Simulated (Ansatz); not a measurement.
# Work function of Co(0001): what the settings cost and change, part 2 of 2

How far do cutoff, k-mesh and smearing move the work function of Co(0001)?

Ansatz 0.2.0; plane-wave DFT, PBE, Ansatz PAW.

So far, work function, upper face (eV): step 2 (run, setting cutoff 200 eV) 6.03; step 3 (run) 4.99.

## 4. Slab

Input file input.yaml:

```yaml
crystal:
  lattice:
    - [2.51, 0.0, 0.0]
    - [1.255, 2.1737237635, 0.0]
    - [0.0, 0.0, 30.21366]
  atoms:
    - { symbol: Co, position: [0.0, 0.0, 0.2978785093], spin: 1.7 }
    - { symbol: Co, position: [0.6666666667, 0.6666666667, 0.3652523395], spin: 1.7 }
    - { symbol: Co, position: [0.0, 0.0, 0.4326261698], spin: 1.7 }
    - { symbol: Co, position: [0.6666666667, 0.6666666667, 0.5], spin: 1.7 }
    - { symbol: Co, position: [0.0, 0.0, 0.5673738302], spin: 1.7 }
    - { symbol: Co, position: [0.6666666667, 0.6666666667, 0.6347476605], spin: 1.7 }
    - { symbol: Co, position: [0.0, 0.0, 0.7021214907], spin: 1.7 }
magnetization:
  spin_polarized: true
kpoints:
  mp_grid: { grid: [19, 19, 1] }
hamiltonian:
  xc: pbe
scf:
  occupations: { method: fermi_dirac, width: 0.1 }
  convergence: { dr2_threshold: 1.0e-09 }
efield:
  axis: 3
  dipole_correction: true
  ramp_position: 0.97
  ramp_width: 0.06
basis:
  ecutwfc: "420 eV"
output:
  write_potential: true
  write_density: true
  volumetric_format: npy
```

Run with:

```bash
ansatz run input.yaml --threads 4 --pin off --max-ram 6144MiB --backend cpu --events-out ev --progress --plain --runs-dir out
```

Numbers of over 12 decimals in the logs are rounded to 6 here.

Output:

```text
[...]
Crystal: 7 atoms, lattice volume = 164.847 Å³
Basis set: ecut = 420 eV, 3239 PW (Γ)
Bands: 79, of which v1, the nominal top of the filled ones, is band 60 counted from 1 (59 counted from 0)
Symmetry: 6 space group operations
k-points: 40 of 361 (time reversal used)
[...]
k-point 1 ↑: bands = [... 56 lower, 4.2253, 4.3098, 4.3139, 4.5707, 4.5835, 4.7132, 4.8113, 4.8117, ... 15 higher]
  k-point 2 ↑: bands = [... 56 lower, 4.0775, 4.1907, 4.2841, 4.3892, 4.5272, 4.5465, 4.7715, 4.7972, ... 15 higher]
  k-point 39 ↓: bands = [... 56 lower, 6.7812, 6.9024, 6.9493, 6.9860, 7.0209, 7.0837, 7.0905, 10.7926, ... 15 higher]
[key lines of the parts left out:]
SCF converged after 17 iterations
Magnetization: 11.7324 μB (65.3662 up, 53.6338 down)
Free energy (F): -35881.652511 eV
Fermi energy:    6.021182 eV
Dipole field:    D = 0.000001 V/Å  (p = 0.000000 e·Å, saw-weighted, corrected)
Work function:   Φ+ = 4.9837 eV   Φ− = 4.9837 eV
```

Run time: 2 min. Hardware: 4 threads of Arm Neoverse N1, shared host; peak memory 1.3 GiB.

The work function is 4.984 eV, -1.045 eV from the run “cutoff 200 eV”, at 2.0 times its CPU time.

## 5. Run

input.yaml, as its differences from that of step 4:

```diff
@@ -28,3 +28,3 @@
 basis:
-  ecutwfc: "420 eV"
+  ecutwfc: "600 eV"
 output:
```

Output:

```text
[...]
Crystal: 7 atoms, lattice volume = 164.847 Å³
Basis set: ecut = 600 eV, 5317 PW (Γ)
Bands: 79, of which v1, the nominal top of the filled ones, is band 60 counted from 1 (59 counted from 0)
Symmetry: 6 space group operations
k-points: 40 of 361 (time reversal used)
[...]
k-point 1 ↑: bands = [... 56 lower, 4.2234, 4.3075, 4.3116, 4.5684, 4.5812, 4.7109, 4.8090, 4.8093, ... 15 higher]
  k-point 2 ↑: bands = [... 56 lower, 4.0753, 4.1886, 4.2818, 4.3870, 4.5250, 4.5441, 4.7692, 4.7948, ... 15 higher]
  k-point 39 ↓: bands = [... 56 lower, 6.7803, 6.9015, 6.9485, 6.9850, 7.0199, 7.0827, 7.0894, 10.7908, ... 15 higher]
[key lines of the parts left out:]
SCF converged after 18 iterations
Magnetization: 11.7356 μB (65.3678 up, 53.6322 down)
Free energy (F): -35881.678862 eV
Fermi energy:    6.020165 eV
Dipole field:    D = 0.000001 V/Å  (p = 0.000001 e·Å, saw-weighted, corrected)
Work function:   Φ+ = 4.9832 eV   Φ− = 4.9833 eV
```

Run time: 3.7 min. Hardware: 4 threads; peak memory 2 GiB.

The work function is 4.983 eV, -0.000 eV from the run “cutoff 420 eV”, at 1.8 times its CPU time.

## 6. Slab

input.yaml, as its differences from that of step 5:

```diff
@@ -16,3 +16,3 @@
 kpoints:
-  mp_grid: { grid: [19, 19, 1] }
+  mp_grid: { grid: [3, 3, 1] }
 hamiltonian:
@@ -27,4 +27,2 @@
   ramp_width: 0.06
-basis:
-  ecutwfc: "600 eV"
 output:
```

Output:

```text
[...]
Crystal: 7 atoms, lattice volume = 164.847 Å³
Basis set: ecut = 420 eV, 3239 PW (Γ)
Bands: 79, of which v1, the nominal top of the filled ones, is band 60 counted from 1 (59 counted from 0)
Symmetry: 6 space group operations
k-points: 3 of 9 (time reversal used)
[...]
k-point 1 ↑: bands = [... 56 lower, 4.5004, 4.5334, 4.5834, 4.6369, 4.6648, 4.6940, 4.7667, 4.7992, ... 15 higher]
  k-point 2 ↑: bands = [... 56 lower, 4.4413, 4.7266, 4.8011, 4.8061, 4.8620, 4.8871, 4.9256, 10.3784, ... 15 higher]
  k-point 2 ↓: bands = [... 56 lower, 6.7873, 6.9469, 6.9606, 6.9722, 7.0170, 7.0532, 7.0744, 11.3697, ... 15 higher]
[key lines of the parts left out:]
SCF converged after 19 iterations
Magnetization: 13.9001 μB (66.4501 up, 52.5499 down)
Free energy (F): -35881.684343 eV
Fermi energy:    5.917971 eV
Dipole field:    D = 0.000000 V/Å  (p = 0.000000 e·Å, saw-weighted, corrected)
Work function:   Φ+ = 5.0625 eV   Φ− = 5.0625 eV
```

The job ended after 11 s (4 threads; peak memory 0.57 GiB).

The work function is 5.062 eV, +0.079 eV from the run “cutoff 420 eV”, at 0.082 times its CPU time.

## 7. Slab

input.yaml, as its differences from that of step 6:

```diff
@@ -16,3 +16,3 @@
 kpoints:
-  mp_grid: { grid: [3, 3, 1] }
+  mp_grid: { grid: [6, 6, 1] }
 hamiltonian:
```

Output:

```text
[...]
Crystal: 7 atoms, lattice volume = 164.847 Å³
Basis set: ecut = 420 eV, 3239 PW (Γ)
Bands: 79, of which v1, the nominal top of the filled ones, is band 60 counted from 1 (59 counted from 0)
Symmetry: 6 space group operations
k-points: 7 of 36 (time reversal used)
[...]
k-point 1 ↑: bands = [... 56 lower, 4.0998, 4.1502, 4.2657, 4.2918, 4.5194, 4.5309, 4.7722, 4.9106, ... 15 higher]
  k-point 2 ↑: bands = [... 56 lower, 4.8188, 4.8220, 4.8589, 4.9440, 4.9556, 4.9842, 5.0004, 5.0963, ... 15 higher]
  k-point 6 ↓: bands = [... 56 lower, 6.7929, 6.9229, 6.9446, 6.9676, 6.9778, 7.0441, 7.0491, 11.3284, ... 15 higher]
[key lines of the parts left out:]
SCF converged after 17 iterations
Magnetization: 11.7113 μB (65.3556 up, 53.6444 down)
Free energy (F): -35881.808335 eV
Fermi energy:    6.008375 eV
Dipole field:    D = 0.000006 V/Å  (p = 0.000005 e·Å, saw-weighted, corrected)
Work function:   Φ+ = 4.9974 eV   Φ− = 4.9976 eV
```

Elapsed: 21 s, on 4 threads; peak memory 0.65 GiB.

The work function is 4.997 eV, +0.014 eV from the run “cutoff 420 eV”, at 0.17 times its CPU time.

## 8. Run

input.yaml, as its differences from that of step 7:

```diff
@@ -16,3 +16,3 @@
 kpoints:
-  mp_grid: { grid: [6, 6, 1] }
+  mp_grid: { grid: [13, 13, 1] }
 hamiltonian:
```

Output:

```text
[...]
Crystal: 7 atoms, lattice volume = 164.847 Å³
Basis set: ecut = 420 eV, 3239 PW (Γ)
Bands: 79, of which v1, the nominal top of the filled ones, is band 60 counted from 1 (59 counted from 0)
Symmetry: 6 space group operations
k-points: 21 of 169 (time reversal used)
[...]
k-point 1 ↑: bands = [... 56 lower, 4.1634, 4.2913, 4.3181, 4.5265, 4.5775, 4.6180, 4.7688, 4.8239, ... 15 higher]
  k-point 2 ↑: bands = [... 56 lower, 4.0551, 4.1125, 4.2942, 4.2958, 4.5406, 4.5442, 4.8001, 4.8965, ... 15 higher]
  k-point 20 ↓: bands = [... 56 lower, 6.7569, 6.8833, 6.9512, 6.9889, 7.0461, 7.1108, 7.1155, 10.4449, ... 15 higher]
[key lines of the parts left out:]
SCF converged after 19 iterations
Magnetization: 11.5538 μB (65.2769 up, 53.7231 down)
Free energy (F): -35881.661667 eV
Fermi energy:    6.032277 eV
Dipole field:    D = 0.000005 V/Å  (p = 0.000005 e·Å, saw-weighted, corrected)
Work function:   Φ+ = 4.9719 eV   Φ− = 4.9721 eV
```

Run time: 69 s. Hardware: 4 threads; peak memory 0.94 GiB.

The work function is 4.972 eV, -0.012 eV from the run “cutoff 420 eV”, at 0.57 times its CPU time.

## 9. Run

input.yaml, as its differences from that of step 8:

```diff
@@ -16,3 +16,3 @@
 kpoints:
-  mp_grid: { grid: [13, 13, 1] }
+  mp_grid: { grid: [28, 28, 1] }
 hamiltonian:
```

Output:

```text
[...]
Crystal: 7 atoms, lattice volume = 164.847 Å³
Basis set: ecut = 420 eV, 3239 PW (Γ)
Bands: 79, of which v1, the nominal top of the filled ones, is band 60 counted from 1 (59 counted from 0)
Symmetry: 6 space group operations
k-points: 80 of 784 (time reversal used)
[...]
k-point 1 ↑: bands = [... 56 lower, 4.3082, 4.3252, 4.3255, 4.5801, 4.5966, 4.7870, 4.8195, 4.8990, ... 15 higher]
  k-point 2 ↑: bands = [... 56 lower, 4.1650, 4.2895, 4.3081, 4.5376, 4.5671, 4.6283, 4.7600, 4.8122, ... 15 higher]
  k-point 79 ↓: bands = [... 56 lower, 6.7909, 6.9126, 6.9449, 6.9819, 7.0005, 7.0661, 7.0733, 11.0251, ... 15 higher]
[key lines of the parts left out:]
SCF converged after 18 iterations
Magnetization: 11.6864 μB (65.3432 up, 53.6568 down)
Free energy (F): -35881.654024 eV
Fermi energy:    6.024117 eV
Dipole field:    D = 0.000000 V/Å  (p = 0.000000 e·Å, saw-weighted, corrected)
Work function:   Φ+ = 4.9814 eV   Φ− = 4.9814 eV
```

Elapsed: 4.1 min, on 4 threads; peak memory 2.1 GiB; 16 min of CPU time.

The work function is 4.981 eV, -0.002 eV from the run “cutoff 420 eV”, at 2.1 times its CPU time.

## 10. Run

input.yaml, as its differences from that of step 9:

```diff
@@ -16,3 +16,3 @@
 kpoints:
-  mp_grid: { grid: [28, 28, 1] }
+  mp_grid: { grid: [19, 19, 1] }
 hamiltonian:
@@ -20,3 +20,3 @@
 scf:
-  occupations: { method: fermi_dirac, width: 0.1 }
+  occupations: { method: gaussian, width: 0.05 }
   convergence: { dr2_threshold: 1.0e-09 }
```

Output:

```text
[...]
Crystal: 7 atoms, lattice volume = 164.847 Å³
Basis set: ecut = 420 eV, 3239 PW (Γ)
Bands: 79, of which v1, the nominal top of the filled ones, is band 60 counted from 1 (59 counted from 0)
Symmetry: 6 space group operations
k-points: 40 of 361 (time reversal used)
[...]
k-point 1 ↑: bands = [... 56 lower, 4.2215, 4.2973, 4.3011, 4.5591, 4.5742, 4.7041, 4.8011, 4.8014, ... 15 higher]
  k-point 2 ↑: bands = [... 56 lower, 4.0680, 4.1794, 4.2711, 4.3819, 4.5187, 4.5348, 4.7615, 4.7872, ... 15 higher]
  k-point 39 ↓: bands = [... 56 lower, 6.7835, 6.9081, 6.9538, 6.9898, 7.0272, 7.0897, 7.0987, 10.7989, ... 15 higher]
[key lines of the parts left out:]
SCF converged after 20 iterations
Magnetization: 11.8204 μB (65.4102 up, 53.5898 down)
Free energy (F): -35881.536435 eV
Fermi energy:    6.011271 eV
Dipole field:    D = 0.000001 V/Å  (p = 0.000001 e·Å, saw-weighted, corrected)
Work function:   Φ+ = 4.9907 eV   Φ− = 4.9908 eV
```

Elapsed: 2.1 min, on 4 threads; peak memory 1.3 GiB; 8.4 min of CPU time.

The work function is 4.991 eV, +0.007 eV from the run “cutoff 420 eV”, at 1.1 times its CPU time.

## 11. Slab

input.yaml, as its differences from that of step 10:

```diff
@@ -20,3 +20,3 @@
 scf:
-  occupations: { method: gaussian, width: 0.05 }
+  occupations: { method: methfessel_paxton, width: 0.2 }
   convergence: { dr2_threshold: 1.0e-09 }
```

Output:

```text
[...]
Crystal: 7 atoms, lattice volume = 164.847 Å³
Basis set: ecut = 420 eV, 3239 PW (Γ)
Bands: 79, of which v1, the nominal top of the filled ones, is band 60 counted from 1 (59 counted from 0)
Symmetry: 6 space group operations
k-points: 40 of 361 (time reversal used)
[...]
k-point 1 ↑: bands = [... 56 lower, 4.2198, 4.2962, 4.3000, 4.5570, 4.5718, 4.7042, 4.8003, 4.8009, ... 15 higher]
  k-point 2 ↑: bands = [... 56 lower, 4.0666, 4.1793, 4.2701, 4.3807, 4.5178, 4.5329, 4.7591, 4.7866, ... 15 higher]
  k-point 39 ↓: bands = [... 56 lower, 6.7799, 6.9031, 6.9496, 6.9844, 7.0216, 7.0843, 7.0935, 10.7939, ... 15 higher]
[key lines of the parts left out:]
SCF converged after 24 iterations
Magnetization: 11.7906 μB (65.3953 up, 53.6047 down)
Free energy (F): -35881.533515 eV
Fermi energy:    6.011273 eV
Dipole field:    D = -0.000000 V/Å  (p = -0.000000 e·Å, saw-weighted, corrected)
Work function:   Φ+ = 4.9939 eV   Φ− = 4.9939 eV
```

It took 2.4 min on 4 threads; peak memory 1.3 GiB.

The work function is 4.994 eV, +0.010 eV from the run “cutoff 420 eV”, at 1.2 times its CPU time.

## 12. Slab

input.yaml, as its differences from that of step 11:

```diff
@@ -20,3 +20,3 @@
 scf:
-  occupations: { method: methfessel_paxton, width: 0.2 }
+  occupations: { method: fermi_dirac, width: 0.3 }
   convergence: { dr2_threshold: 1.0e-09 }
```

Output:

```text
band count auto-derived: 85 (N_el = 119.0; filled up to band 60; 79 by the electrons, moments and atoms)
[...]
Crystal: 7 atoms, lattice volume = 164.847 Å³
Basis set: ecut = 420 eV, 3239 PW (Γ)
Bands: 85, of which v1, the nominal top of the filled ones, is band 60 counted from 1 (59 counted from 0)
[...]
k-point 1 ↑: bands = [... 56 lower, 4.2813, 4.4162, 4.4225, 4.6809, 4.6840, 4.7992, 4.9043, 4.9163, ... 21 higher]
  k-point 2 ↑: bands = [... 56 lower, 4.1788, 4.2820, 4.3912, 4.4734, 4.6187, 4.6559, 4.8750, 4.9015, ... 21 higher]
  k-point 39 ↓: bands = [... 56 lower, 6.6995, 6.7912, 6.8324, 6.8868, 6.9062, 6.9630, 6.9670, 10.7251, ... 21 higher]
[key lines of the parts left out:]
SCF converged after 25 iterations
Magnetization: 10.5576 μB (64.7788 up, 54.2212 down)
Free energy (F): -35882.833238 eV
Fermi energy:    6.032308 eV
Dipole field:    D = 0.000006 V/Å  (p = 0.000005 e·Å, saw-weighted, corrected)
Work function:   Φ+ = 4.9833 eV   Φ− = 4.9835 eV
```

Wall time 3.1 min (4 threads); peak memory 1.4 GiB.

The work function is 4.983 eV, -0.000 eV from the run “cutoff 420 eV”, at 1.5 times its CPU time.

## 13. Run

input.yaml, as its differences from that of step 12:

```diff
@@ -20,3 +20,3 @@
 scf:
-  occupations: { method: fermi_dirac, width: 0.3 }
+  occupations: { method: cold, width: 0.1 }
   convergence: { dr2_threshold: 1.0e-09 }
```

Output:

```text
[...]
Crystal: 7 atoms, lattice volume = 164.847 Å³
Basis set: ecut = 420 eV, 3239 PW (Γ)
Bands: 79, of which v1, the nominal top of the filled ones, is band 60 counted from 1 (59 counted from 0)
Symmetry: 6 space group operations
k-points: 40 of 361 (time reversal used)
[...]
k-point 1 ↑: bands = [... 56 lower, 4.2251, 4.3021, 4.3059, 4.5629, 4.5778, 4.7094, 4.8057, 4.8061, ... 15 higher]
  k-point 2 ↑: bands = [... 56 lower, 4.0720, 4.1848, 4.2759, 4.3861, 4.5232, 4.5387, 4.7649, 4.7918, ... 15 higher]
  k-point 39 ↓: bands = [... 56 lower, 6.7858, 6.9091, 6.9555, 6.9911, 7.0286, 7.0903, 7.0998, 10.8009, ... 15 higher]
[key lines of the parts left out:]
SCF converged after 31 iterations
Magnetization: 11.7957 μB (65.3979 up, 53.6021 down)
Free energy (F): -35881.531124 eV
Fermi energy:    6.015178 eV
Dipole field:    D = 0.000003 V/Å  (p = 0.000003 e·Å, saw-weighted, corrected)
Work function:   Φ+ = 4.9843 eV   Φ− = 4.9844 eV
```

The job ended after 2.8 min (4 threads; peak memory 1.3 GiB).

The work function is 4.984 eV, +0.001 eV from the run “cutoff 420 eV”, at 1.4 times its CPU time.

## 14. Comparing the runs

Times are for 4 threads of Arm Neoverse N1, shared host. Results by setting:

```tsv
no.	setting	work function, upper face (eV)	time	memory (GiB)
1	cutoff 200 eV	6.028	60 s	0.66
2	cutoff 300 eV	4.994	92 s	0.92
3	cutoff 420 eV	4.984	2 min	1.3
4	cutoff 600 eV	4.983	3.7 min	2.0
5	mesh 3x3	5.062	11 s	0.57
6	mesh 6x6	4.997	21 s	0.65
7	mesh 13x13	4.972	69 s	0.94
8	mesh 28x28	4.981	4.1 min	2.1
9	Gaussian smearing 0.05 eV	4.991	2.1 min	1.3
10	methfessel_paxton smearing 0.2 eV	4.994	2.4 min	1.3
11	fermi_dirac smearing 0.3 eV	4.983	3.1 min	1.4
12	cold smearing 0.1 eV	4.984	2.8 min	1.3
```

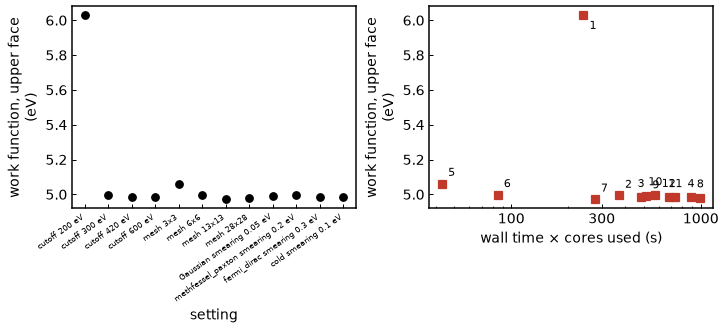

The series as plots; the last panel sets the first result against cost, with the runs numbered as in the table.

## 15. What came out

```
work function, cutoff 200 eV : 6.028 eV
work function, cutoff 420 eV : 4.984 eV
work function, cutoff 600 eV : 4.983 eV
work function, mesh 13x13    : 4.972 eV
```

What this shows: The run at the highest cutoff gives 4.98 eV, and the settings tried spread the value from 4.97 to 6.03 eV. Against 600 eV, a cutoff of 200 eV is off by +1.045 eV. Against 600 eV, a cutoff of 420 eV is off by +0.000 eV. Against the finest mesh, 28 points along a, the coarser ones are off by +0.08 (3), +0.02 (6) and -0.01 (13) eV. The smearing schemes and widths spread it over 0.01 eV. The program marks the value as in doubt in “cutoff 200 eV”. The ladder's slabs use the tabulated experimental lattice constant (two decimals; a low-temperature value for the alkali metals). The magnetic order is the one reached from the typed start; other orders were not compared. In 2 runs of the series (cutoff 200 eV and cutoff 300 eV) the program warns that electrons reach the sawtooth's ramp, which makes dipole and work function less sure.

[Logs are printed without paths, hosts, clocks, repeated set-up lines and the standing remarks that a program may print on its own settings, such as how far it seeks lower states.]

[Hosts, paths, dates, database ids (printed as entryN), source tags and the programs' standing remarks are cut or masked in the printed files.]

[Maps of the electrostatic potential energy from Ansatz leave out the sawtooth potential of an applied field or a dipole correction, so their vacuum need not be flat; planar profiles and work functions include it.]
